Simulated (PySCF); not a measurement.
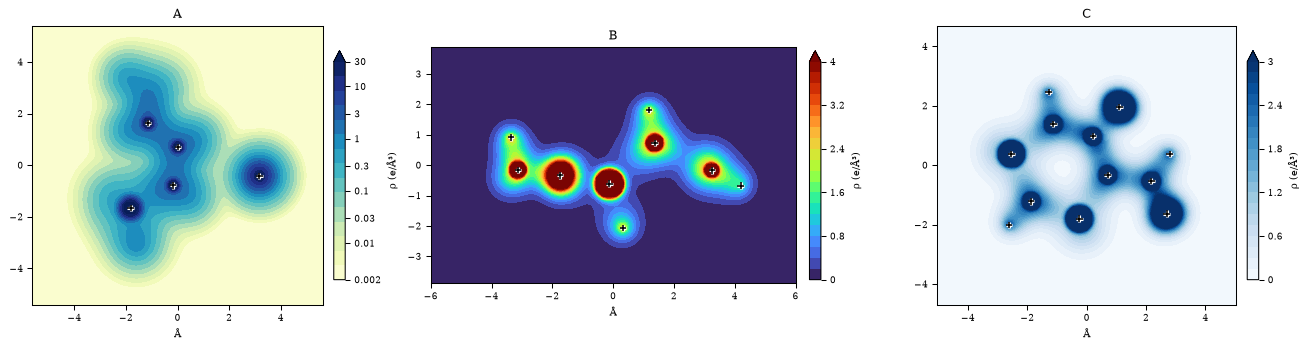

The electron density of 3 systems, each on a plane through atoms (crosses mark nuclei in the plane).

Method: PBE0/pcSseg-1, SCF density, gas phase, non-relativistic in PySCF 2.14.0.

System 1: C₅H₃FOP₂ (SMILES O=Cc1pcpcc1F), the molecular plane. Geometry: PBE0-D3(BJ)/def2-SVP.

```yaml
atoms:
  - { symbol: O, position_ang: [-2.4606, -1.9019, -0.4722] }
  - { symbol: C, position_ang: [-2.0899, -0.7947, -0.1690] }
  - { symbol: C, position_ang: [-0.6561, -0.4101, -0.0879] }
  - { symbol: P, position_ang: [0.4762, -1.7192, -0.3804] }
  - { symbol: C, position_ang: [2.0107, -0.9540, -0.2175] }
  - { symbol: P, position_ang: [2.4691, 0.6781, 0.1380] }
  - { symbol: C, position_ang: [0.9452, 1.4717, 0.3186] }
  - { symbol: C, position_ang: [-0.3226, 0.9161, 0.2041] }
  - { symbol: F, position_ang: [-1.3399, 1.7629, 0.3950] }
  - { symbol: H, position_ang: [-2.8190, 0.0109, 0.0753] }
  - { symbol: H, position_ang: [2.8605, -1.6331, -0.3692] }
  - { symbol: H, position_ang: [0.9671, 2.5414, 0.5511] }
```

System 2: C₄H₉BF₃PSi, the plane of atoms C3, C4 and Si5. Geometry: PBE0-D3(BJ)/def2-SVP; at this geometry the atoms fall into two loosely joined parts.

```yaml
atoms:
  - { symbol: C, position_ang: [3.0292, -0.2037, -0.4987] }
  - { symbol: C, position_ang: [1.9387, 0.1903, 0.1646] }
  - { symbol: C, position_ang: [0.5575, -0.0939, -0.2619] }
  - { symbol: C, position_ang: [-0.5731, 0.8567, 0.0285] }
  - { symbol: Si, position_ang: [-0.3830, 2.5094, 0.8948] }
  - { symbol: P, position_ang: [-0.6995, -0.7353, 0.9669] }
  - { symbol: B, position_ang: [-2.3929, -2.4602, -0.4372] }
  - { symbol: F, position_ang: [-1.7095, -3.5634, -0.2316] }
  - { symbol: F, position_ang: [-3.4944, -2.2327, 0.2420] }
  - { symbol: F, position_ang: [-2.1133, -1.7104, -1.4928] }
  - { symbol: H, position_ang: [2.9569, -0.7812, -1.4254] }
  - { symbol: H, position_ang: [4.0307, 0.0362, -0.1348] }
  - { symbol: H, position_ang: [2.0542, 0.7619, 1.0937] }
  - { symbol: H, position_ang: [0.4800, -0.6270, -1.2168] }
  - { symbol: H, position_ang: [-1.3331, 0.8848, -0.7638] }
  - { symbol: H, position_ang: [0.4350, 2.3637, 2.1368] }
  - { symbol: H, position_ang: [-1.7413, 3.0037, 1.2669] }
  - { symbol: H, position_ang: [0.2736, 3.5100, -0.0014] }
  - { symbol: H, position_ang: [-0.0275, -0.3395, 2.1623] }
```

System 3: C₅H₉AlO, the plane of atoms O2, Al3 and H11. Geometry: GFN2-xTB.

```xyz
16

C     3.5588   -0.1210    0.3756
O     2.1876   -0.1186    0.0941
Al    0.5867   -0.1020   -0.2829
C    -0.9921   -0.2048    0.9534
C    -2.0550   -1.0386    0.2961
C    -2.8110    0.0014   -0.0544
C    -1.9202    1.0081    0.5990
H     4.0126    0.8069    0.0207
H     3.7197   -0.2066    1.4522
H     4.0393   -0.9648   -0.1247
H     0.2378    0.0470   -1.7666
H    -0.8705   -0.3822    2.0280
H    -2.1494   -2.1037    0.1634
H    -3.7237    0.1186   -0.6123
H    -2.3464    1.5199    1.4604
H    -1.4817    1.7492   -0.0784
```

Match each panel to its system.

Answer. Panel A is system 2, C₄H₉BF₃PSi: the plane holds C, Si and F. Panel B is system 3, C₅H₉AlO: the plane holds C, O, Al and H. C–O (1.40 Å): ρ is about 2 e/Å³ halfway, with its minimum of 1.7 e/Å³ about 0.5 Å from C. Panel C is system 1, C₅H₃FOP₂: the plane holds O, C, P, F and H. C–O (1.21 Å): ρ is about 3.3 e/Å³ halfway.
